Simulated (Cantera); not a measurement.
A closed system holds: 1 mol SiHCl₃, 0.15 mol HCl, 62 mol H₂, held at 0.133 bar.

These are equilibrium values from Cantera (NASA tables, ideal gas, pure condensed phases), not measurements of a reactor. Candidate condensed phases: Si; 19 gas species. The tables' values for SiCl₃, SiCl are old estimates; treat these amounts as uncertain. Gases not in the tables: Si₂H₆ and higher silanes. Kinetics and transport are ignored.

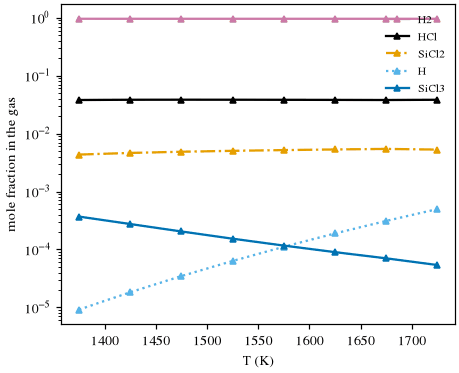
Figure: Equilibrium gas composition (values under 1e-9 drawn at 1e-9)

From 1375 K to 1675 K the condensed part is Si(s). At 1725 K the condensed part is Si(l). The main Si-bearing gas is SiCl₂ throughout.
